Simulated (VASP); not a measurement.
Input:

```
CuNi
1.0
    2.46361     0.00000     0.00000
   -1.23181     2.13355     0.00000
    0.00000     0.00000     4.09472
Cu Ni
1 1
Direct
  0.00000   0.00000   0.50000
  0.66667   0.33333   0.00000
```

Calculation: PBEsol GGA, VASP's PBE PAW potentials (set 64) (plane waves; VASP). Settings: 400 eV cut-off, 19×19×10 Γ-centred mesh, tetrahedra with Blöchl corrections, potentials Cu Ni.

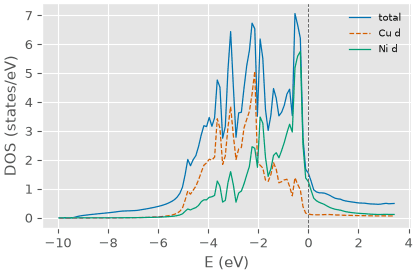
Figure. Total and projected density of states, zero at the Fermi level

Within 2 eV below the Fermi level the largest weight inside VASP's projection spheres is Ni d, then Cu d.

It has no gap at this level: it comes out as a metal or semimetal.

The structure comes from a computed database's CuNi entry (P-6m2); how it stands against other phases isn't given here. It was relaxed first. The run is not spin-polarised, so no magnetic state was tried. The electron count is odd and the run is not spin-polarised, which forces a metal.
